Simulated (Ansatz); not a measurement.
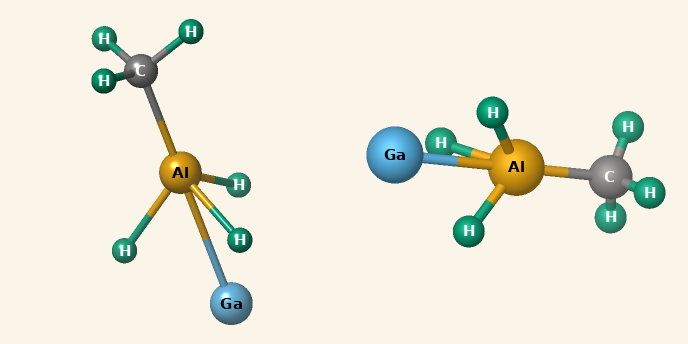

Two views of one molecule.

> Which formula does it have?

CH₆AlGa, 9 atoms: 1 carbon, 6 hydrogen, 1 aluminium and 1 gallium.

> How many bonds of each kind are drawn?

3 C–H, 3 Al–H, 1 Al–Ga, 1 C–Al. Sticks follow a distance rule.

More results for the same structure follow; atom numbers are the same in all pictures, views and colours differ. Computed geometry: PBE0-D4/def2-TZVP optimisation.

### Shape

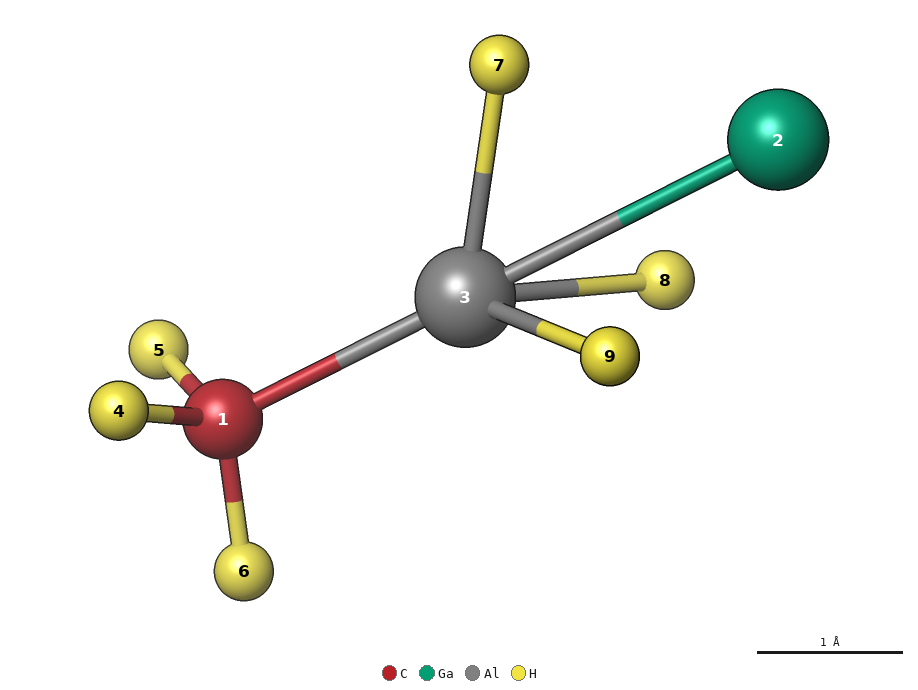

Atoms carry their numbers in the input.

Give these bond angles: Al3–C1–H4, C1–Al3–Ga2, C1–Al3–H7, Ga2–Al3–H7.

| angle | degrees |
| --- | --- |
| Al3–C1–H4 | 111.1 |
| C1–Al3–Ga2 | 180.0 |
| C1–Al3–H7 | 126.9 |
| Ga2–Al3–H7 | 53.1 |

### Electronic properties

Level of theory: RKS r2SCANh-D4/def2-TZVPP (Ansatz 0.2.0).

> What is the dispersion correction?

−3.9 kJ/mol.

> Give the LUMO energy (Kohn–Sham orbital) at this level.

−0.84 eV.

> Give the HOMO energy (Kohn–Sham orbital) at this level.

−6.52 eV.

### Charges

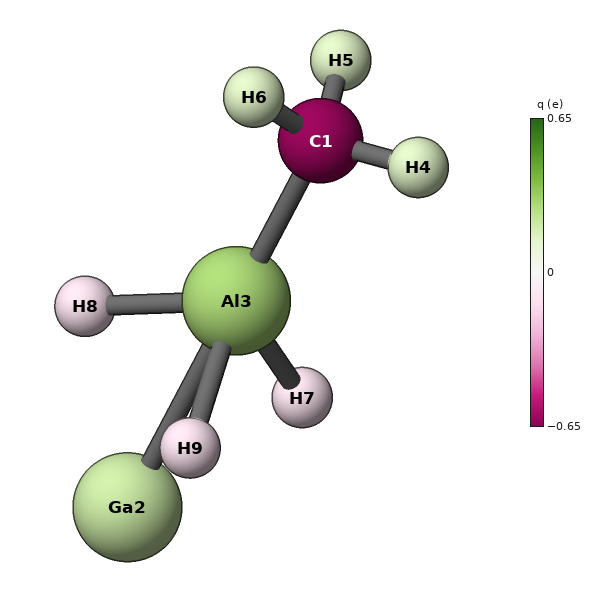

Atoms are coloured by their Mulliken charges. Properties computed with RKS PBE0-D4/def2-TZVP (Ansatz 0.2.0).

> Which atom carries the highest charge (most positive or least negative)?

Al3 (0.28 e).

> And the lowest?

C1 (−0.61 e).

Give the Mulliken charges atom by atom.

```tsv
atom	value (e)
C1	−0.61
Ga2	0.20
Al3	0.28
H4	0.15
H5	0.15
H6	0.15
H7	−0.10
H8	−0.10
H9	−0.10
```

### Thermal motion

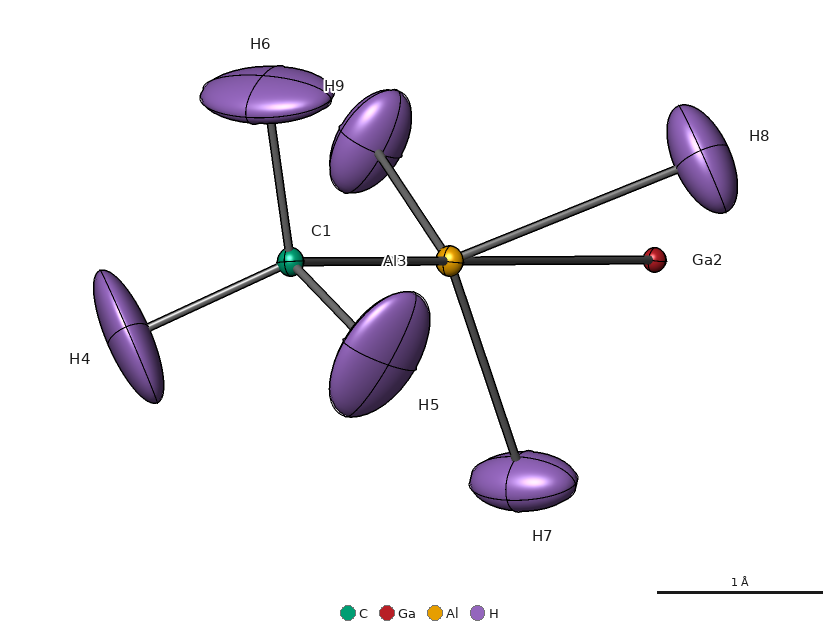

Displacement ellipsoids at the 50 % level, from the internal vibrations of the free molecule (harmonic, no overall translation or rotation; no half-axis is drawn under 0.075 Å). Vibrations computed with RKS PBE0-D4/def2-TZVP (Ansatz 0.2.0). Temperature: 100 K.

> Which atom has the largest mean-square displacement?

H4, H5, H6, with U_eq = 0.0410 Å².

> Does H5 move more along its bond or across it?

Across it: the root-mean-square amplitude is 0.090 Å along the bond and up to 0.289 Å across, since bending and torsion are softer than stretching.

List U_eq and the three principal root-mean-square amplitudes for each kind of atom.

| atom | U_eq (Å²) | rms amplitudes (Å) |
| --- | --- | --- |
| C1 | 0.0030 | 0.049, 0.057, 0.057 |
| Ga2 | 0.00021 | 0.012, 0.012, 0.018 |
| Al3 | 0.0027 | 0.033, 0.060, 0.060 |
| H4, H5, H6 | 0.0410 | 0.087, 0.178, 0.289 |
| H7, H8, H9 | 0.0294 | 0.112, 0.145, 0.234 |

### Dipole moment

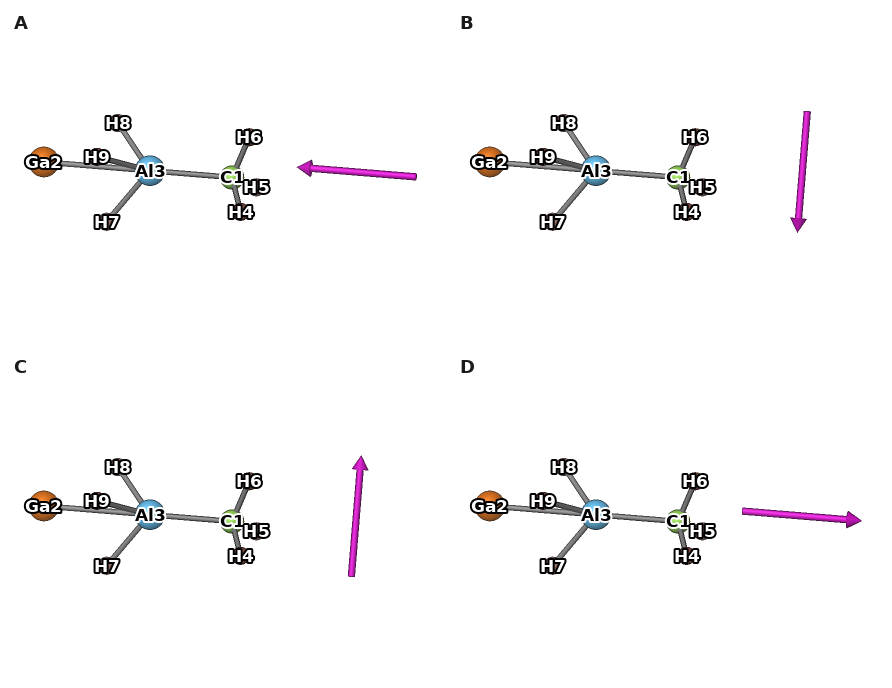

The same molecule four times, each with an arrow. Properties computed with RKS PBE0-D4/def2-TZVP (Ansatz 0.2.0).

> Which arrow points along the dipole moment, from the negative to the positive end?

D. The dipole moment is 0.61 D; it points from the side of Ga2 to the side of H4, H5, H6 (the outermost atoms at the two ends).

Mulliken values depend strongly on the basis set and can even reverse the polarity of a bond.
